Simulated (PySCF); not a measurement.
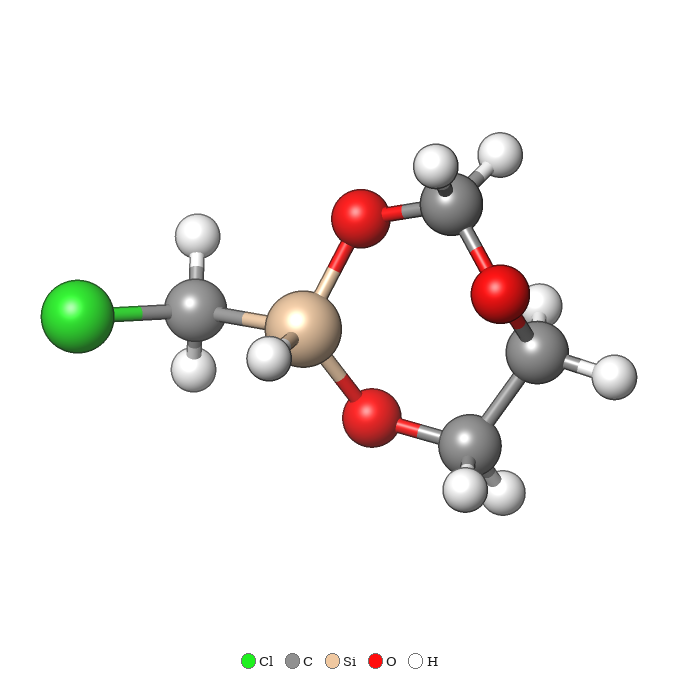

The geometry was computed by an optimisation with GFN2-xTB. No frequency run is at hand to confirm it as a minimum. Level of theory: PBE0/pcSseg-1, gas phase (PySCF 2.14.0).

Computed properties:

The species is C4H9ClO3Si (`ClC[Si@H]1OCCOCO1`).
- dipole moment: 3.91 D
- HOMO energy (Kohn–Sham orbital): −7.88 eV
- LUMO energy (Kohn–Sham orbital): 0.92 eV
- HOMO–LUMO gap: 8.81 eV

The geometry is semi-empirical. Around Si such bond lengths and angles can be off by a tenth of an ångström or more and by several degrees, and values that hang on the shape move with them.
